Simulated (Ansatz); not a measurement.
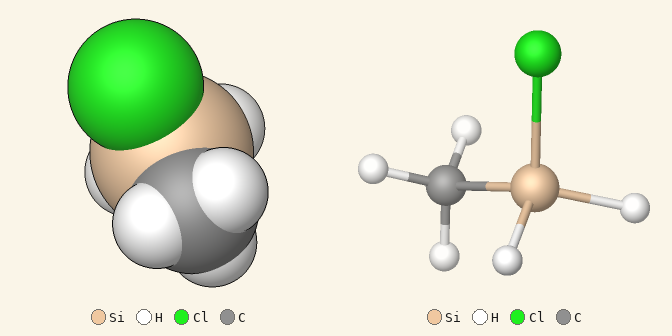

Two views of one molecule.

Question: What is the molecular formula?

Answer: CH5ClSi, 8 atoms: 1 carbon, 5 hydrogen, 1 chlorine and 1 silicon.

Question: Which point group does it belong to?

Answer: Cs.

More results for the same structure follow; atom numbers are the same in all pictures, views and colours differ. The computed structure is the end point of a PBE0-D4/def2-TZVP optimisation.

### Shape

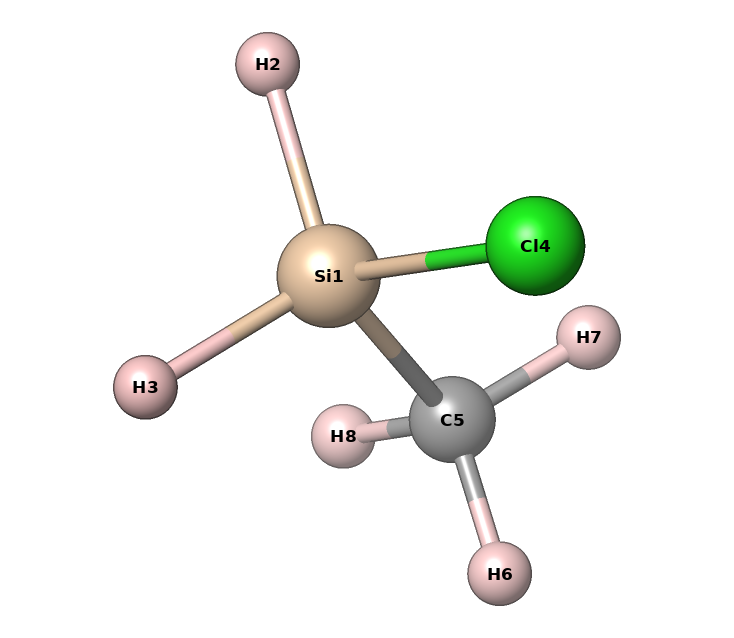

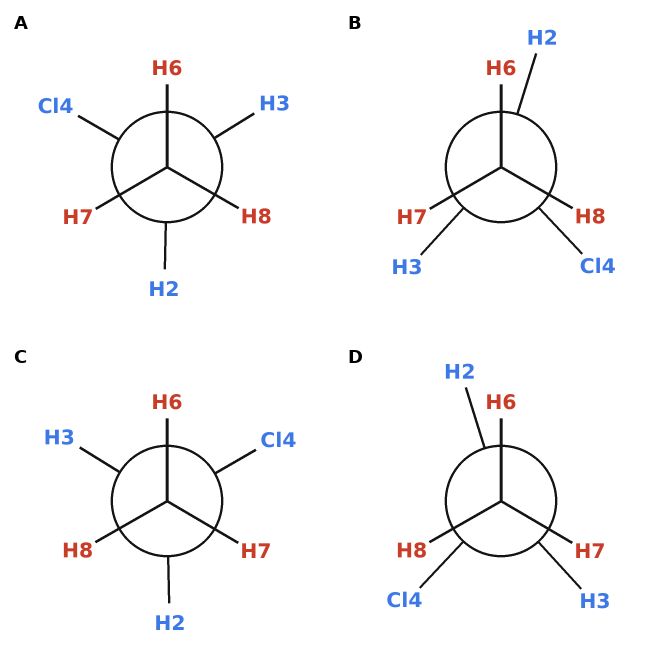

Atoms fade into the background with distance from the viewer. Bonds that would overlap in a projection are set slightly apart.

Question: Which Newman projection shows the view along C5–Si1, with C5 in front?

Answer: C. The torsion angle H6–C5–Si1–Cl4 is 60°, synclinal (gauche).

### Vibrations

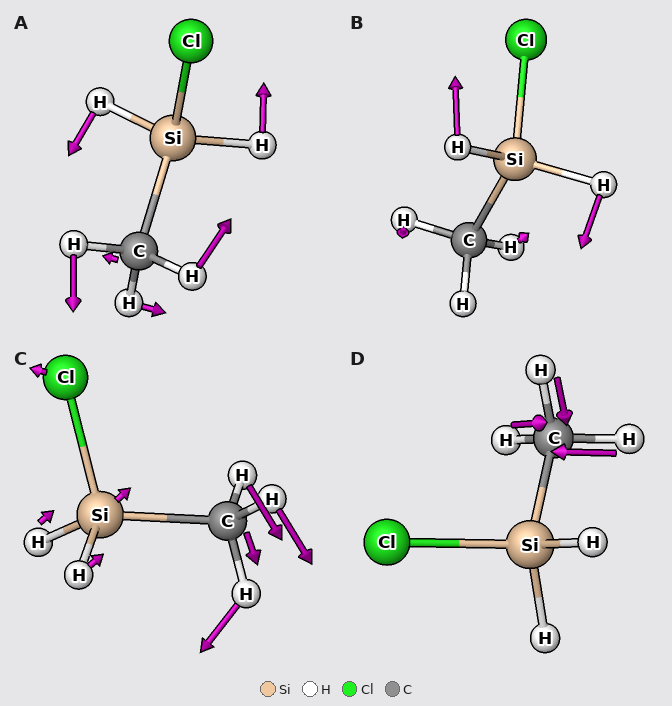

4 normal modes of one molecule or complex, as arrows. Harmonic vibrations computed with RKS PBE0-D4/def2-TZVP (Ansatz 0.2.0) at a stationary point of the same level.

Question: Match the panels to the wavenumbers 198 cm⁻¹, 678 cm⁻¹, 883 cm⁻¹, 3053 cm⁻¹.

Answer: A: 883 cm⁻¹, angle bending
B: 678 cm⁻¹, Cl–Si–H bending
C: 198 cm⁻¹
D: 3053 cm⁻¹, in-phase stretching of 3 C–H bonds

### Electronic properties

Level of theory: RKS PBE0-D4/def2-TZVP (Ansatz 0.2.0).

Question: What is the dipole moment?

Answer: 1.87 D.

Question: Estimate the dispersion correction.

Answer: −11.9 kJ/mol.

### Charges

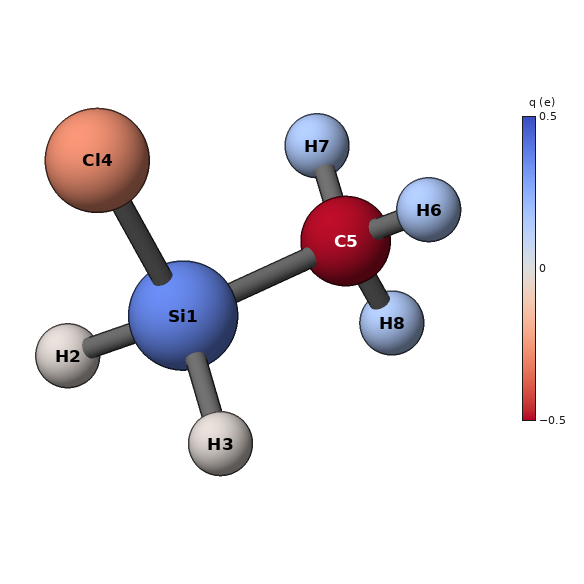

Atoms are coloured by their Mulliken charges. Level of theory: RKS PBE0-D4/def2-TZVP (Ansatz 0.2.0).

Question: Which atom carries the highest charge (most positive or least negative)?

Answer: Si1 (0.36 e).

Question: And the lowest?

Answer: C5 (−0.49 e).

Give the Mulliken charges atom by atom.

| atom | value (e) |
| --- | --- |
| Si1 | 0.36 |
| H2 | −0.02 |
| H3 | −0.02 |
| Cl4 | −0.27 |
| C5 | −0.49 |
| H6 | 0.15 |
| H7 | 0.15 |
| H8 | 0.14 |

Mulliken values depend strongly on the basis set and can even reverse the polarity of a bond.
